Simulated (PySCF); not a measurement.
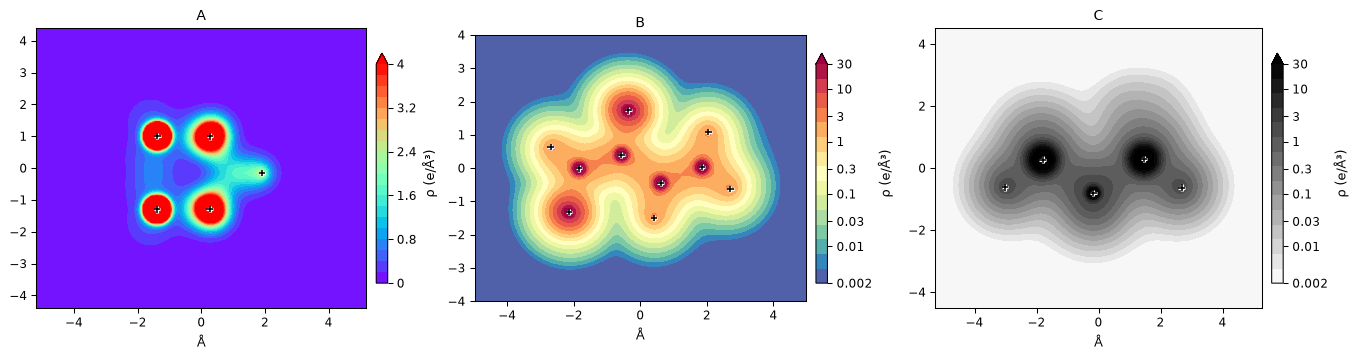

The electron density of 3 systems, each on a plane through atoms (crosses mark nuclei in the plane).

These are results of CAM-B3LYP/def2-SVPD, SCF density, gas phase in PySCF, not measurements.

System 1: C$_{4}$H$_{4}$F$_{2}$ (SMILES C=C/C(F)=C\F), the molecular plane. Geometry: GFN2-xTB.

```xyz
10

C    -1.8157    0.3512   -0.0749
C    -0.6786   -0.3156    0.0904
C     0.6292    0.2784   -0.0865
F     0.6631    1.5807   -0.4418
C     1.8081   -0.3278    0.0656
F     1.8862   -1.6171    0.4165
H    -2.7714   -0.1210    0.0654
H    -1.8199    1.3911   -0.3558
H    -0.6609   -1.3583    0.3719
H     2.7687    0.1429   -0.0734
```

System 2: CH$_{8}$O$_{3}$Si$_{3}$ (SMILES [SiH3]OC1O[SiH2][SiH2]O1), the plane of atoms Si5, Si6 and O7. Geometry: GFN2-xTB.

```xyz
15

Si    2.4306   -0.2560   -0.2901
O     0.9696   -0.9128    0.0135
C     0.0537   -0.4595    0.9235
O    -1.1074   -1.1538    0.7727
Si   -2.1940   -0.6382   -0.3680
Si   -1.2133    1.4522   -0.3108
O    -0.1234    0.8962    0.8088
H     2.8694   -1.2169   -1.2897
H     3.2435   -0.2426    0.9287
H     2.3212    1.1092   -0.8058
H     0.4279   -0.6513    1.9466
H    -3.4434   -0.9629    0.3131
H    -2.0110   -1.4394   -1.5840
H    -1.7672    2.5929    0.4128
H    -0.4604    1.8908   -1.4932
```

System 3: C$_{2}$H$_{11}$Ge$_{2}$N, the plane of atoms Ge3, C4 and Ge5. Geometry: GFN2-xTB.

```xyz
16

C    -1.9960    0.3538    0.9681
N    -1.3557    0.7001   -0.2889
Ge   -0.2735   -0.4627   -1.1735
C     1.1613   -1.0342    0.0478
Ge    2.0536    0.4769    0.9246
H    -2.3419    1.2606    1.4682
H    -2.8500   -0.3240    0.8537
H    -1.2609   -0.1312    1.6103
H    -1.9991    1.2070   -0.8828
H     0.2191    0.3384   -2.3457
H    -0.9763   -1.7045   -1.7250
H     1.8985   -1.6029   -0.5193
H     0.7564   -1.7107    0.8010
H     3.1673   -0.0284    1.7984
H     2.6578    1.4071   -0.0742
H     1.1318    1.2635    1.7933
```

### Which map belongs to which system?

Panel A is system 2, CH$_{8}$O$_{3}$Si$_{3}$: the plane holds O, Si and H. Si–O (1.66 Å): ρ is about 1.1 e/Å³ halfway. Panel B is system 1, C$_{4}$H$_{4}$F$_{2}$: the plane holds C, F and H. C–C (1.33 Å): the density is about 2.3 e/Å³ at the midpoint. Panel C is system 3, C$_{2}$H$_{11}$Ge$_{2}$N: the plane holds Ge, C and H. C–Ge (1.96 Å): the density is about 0.86 e/Å³ at the midpoint.
